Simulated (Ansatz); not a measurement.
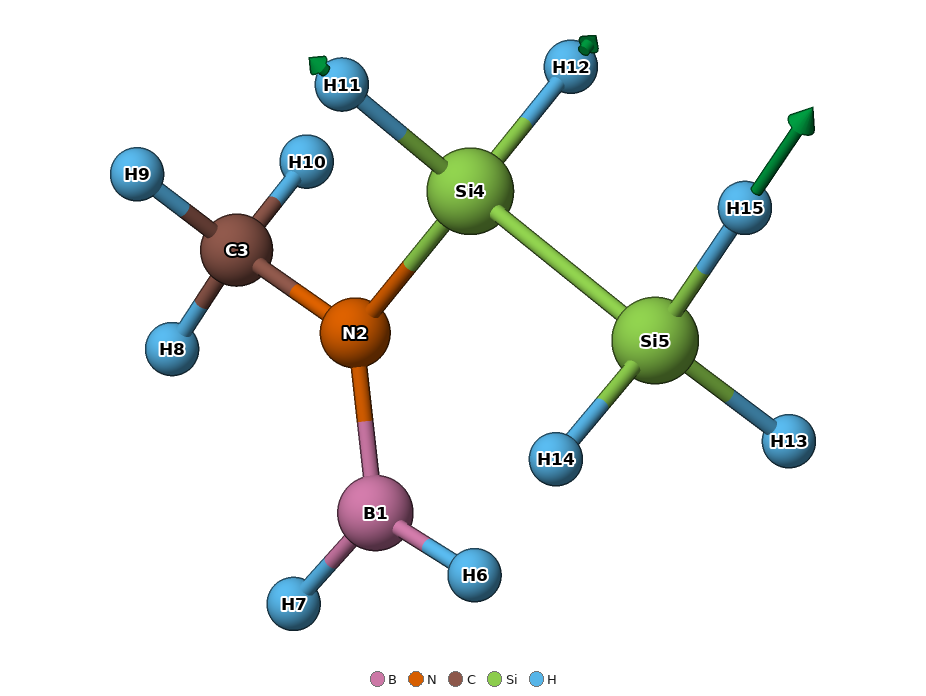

The arrows show one normal mode. Harmonic vibrations computed with RKS PBE0-D4/def2-TZVP (Ansatz 0.2.0) at a stationary point of the same level.

> Describe the motion.

Mostly Si–H stretching.

> Estimate its harmonic wavenumber.

2210 cm⁻¹; it is mode 32 of 39 counted from the lowest.
